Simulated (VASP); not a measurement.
Band structure of GeS (space group Pnma). Level of theory: modified Becke-Johnson potential (mBJ), VASP's PBE PAW potentials (set 64) (plane waves; VASP).

mBJ is a potential without an energy functional, so only the levels count. Without a dispersion term in the relaxation, distances and binding between the weakly bound layers, chains or molecules are unreliable, and so is what depends on them.

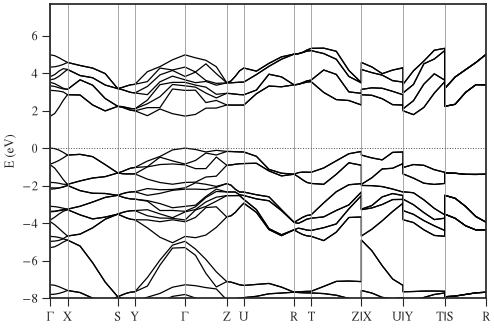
Bands along high-symmetry lines, zero at the valence-band maximum or, without a gap, the Fermi level

### Question
Read the plot: is there a gap, and where are the band edges?

### Answer
The gap is direct, 1.71 eV, from the valence maximum at Γ to the conduction minimum at Γ.

Measured: gap 1.65 eV (computed value off by +0.06 eV), as given by M. J. van Setten et al., Physical Review B (2017), arXiv:1709.07349.

The structure comes from a computed database's GeS entry (Pnma), a phase known from measurement. It was relaxed first. The k-mesh is coarse (spacing up to 0.43 per Å, 2π included), so the numbers may not be converged in it. The cell's shape comes from a PBE relaxation.
